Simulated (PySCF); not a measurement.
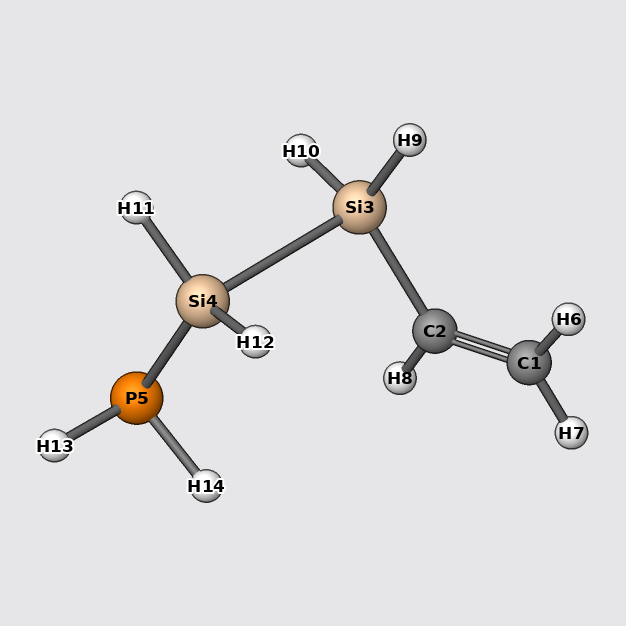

The questions are on Mulliken spin populations. State: charge +1, doublet. The geometry was computed by an optimisation with GFN2-xTB. No frequency run is at hand to confirm it as a minimum. Method: UKS B3LYP, pcH-1 on C H P Si, non-relativistic (PySCF 2.14.0).

Which atom carries the largest spin population?

Answer. Si4 (0.36 e).

Which atom has the lowest spin population?

Answer. H6, H7 (−0.01 e).

List the Mulliken spin populations.

| atom | value (e) |
| --- | --- |
| C1 | 0.22 |
| C2 | 0.01 |
| Si3 | 0.30 |
| Si4 | 0.36 |
| P5 | 0.03 |
| H6 | −0.01 |
| H7 | −0.01 |
| H8 | 0.00 |
| H9 | 0.01 |
| H10 | 0.02 |
| H11 | 0.01 |
| H12 | 0.02 |
| H13 | 0.03 |
| H14 | 0.00 |

Mulliken values depend strongly on the basis set. The geometry is semi-empirical. Around P, Si such bond lengths and angles can be off by a tenth of an ångström or more and by several degrees, and values that hang on the shape move with them.
